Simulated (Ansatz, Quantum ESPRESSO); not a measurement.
# arsenene, 1 layer: the dipole at a withheld member of a series

Method. Quantum ESPRESSO 7.5, PBE, GBRV ultrasoft. Cell and atoms are relaxed without a field with a D3(BJ) correction and then held. Sawtooth field with dipole correction, 17 Å of vacuum in the starting cell, Fermi-Dirac smearing of 0.002 Ry; bands along a path at each field. The series steps the field along the normal.

| field along the normal | dipole (e Å) |
| --- | --- |
| 0 V/Å | 0.0000 |
| 0.05 V/Å | 0.0123 |
| 0.1 V/Å | 0.0247 |
| 0.2 V/Å | 0.0493 |
| 0.3 V/Å | 0.0740 |

One more run was made and is withheld. What is the dipole at 0.4 V/Å?

**Worked estimate.** The rows at 0.2 V/Å and 0.3 V/Å give a slope of (0.0740 − (0.0493))/(0.3 − (0.2)) = 0.247, so a straight line gives 0.0987 e Å. A parabola through these and the row at 0.1 V/Å gives 0.0988 e Å.

**The withheld run.** 0.0987 e Å. The line misses by 0.0000 and the parabola by +0.0001 e Å. Both misses are under 5 % of the step from the nearer row.

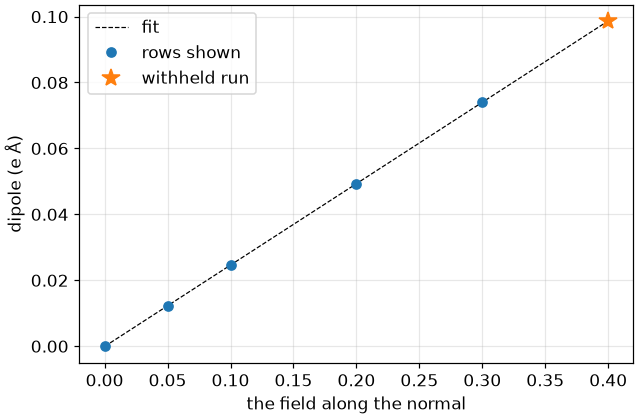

The rows shown, the fit and the withheld run.

**Limits.** Ions are held; semilocal gaps are too small; in strong fields empty levels can belong to the vacuum; one stacking. Members without a usable value, or on the other side of zero field or charge, are not listed.
